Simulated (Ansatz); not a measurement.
# Tunnelling across a broken Na chain: predicting one gap

Set-up. Ansatz 0.2.0, plane waves with PAW datasets at the program's default cutoffs, Fermi-Dirac smearing of 0.05 eV, chains in boxes 7.5 Å wide or more, moments seeded when the perfect chain is relaxed. PBE, no spin-orbit coupling; one bond is opened by s Å beyond its relaxed length, the other atoms of a straight cell of 12 kept, without spin, and the conductance taken at 300 K.

| run | G (G₀) | largest error term (%) | s | ln G |
| --- | --- | --- | --- | --- |
| +1.8 Å | 0.619 | 0 | 1.8 | −0.4796 |
| +2.5 Å | 0.3447 | 0 | 2.5 | −1.065 |
| +3.3 Å | 0.1306 | 0 | 3.3 | −2.035 |

One run is withheld: run = +4.2 Å, with s = 4.2. Fit a straight line ln G = a + b × s to the 3 rows shown and predict it.

**Fit.** The means are 2.533 for s and −1.193 for ln G. The sum of products of deviations is −1.173 and the sum of squares in s is 1.127, so b = −1.173 / 1.127 = −1.041 and a = −1.193 − (−1.041) × 2.533 = 1.445. The residuals' standard deviation, with 1 degree of freedom, is σ = 0.11.

**Prediction.** ln G = 1.445 + (−1.041) × 4.2 = −2.929, that is 0.0535 G₀. The run gave 0.0369 G₀ (ln G = −3.299), so the prediction less the run is +0.37. The standard error of a prediction there, σ√(1 + 1/3 + (4.2 − 2.533)²/1.127), is 0.22, and the miss is 1.7 times that, for a point outside the fitted range. With so few rows σ is itself uncertain.

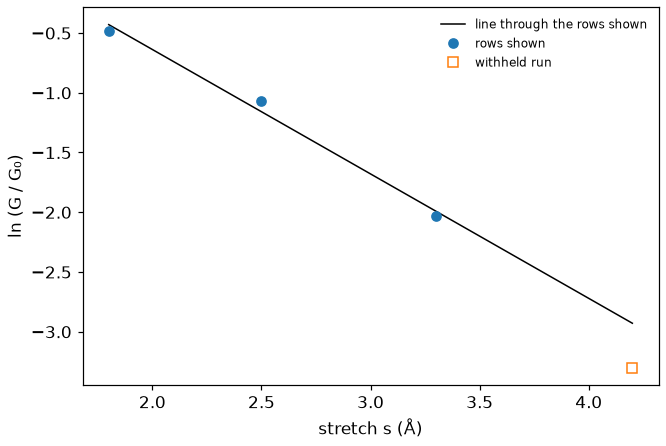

The fitted line, the rows shown and the withheld run.

**Limits.** Between neighbouring runs the slope of ln G lies between −1.40 and −0.84 per Å, so one exponential is an approximation; it is flattest at the narrowest gap, nearest to contact. Error terms (up to 1 %, withheld run included) bound how much a small miss can mean. Broken ends may want a moment where none was allowed. No image potential, spin-orbit coupling or relaxation; a bent or dimerised chain may be lower in energy. Series of this kind are told only where this holds: one magnetic state in all runs, error terms under 60 %, and the runs' own leads conduct as the perfect chain does. 36 of 42 did.
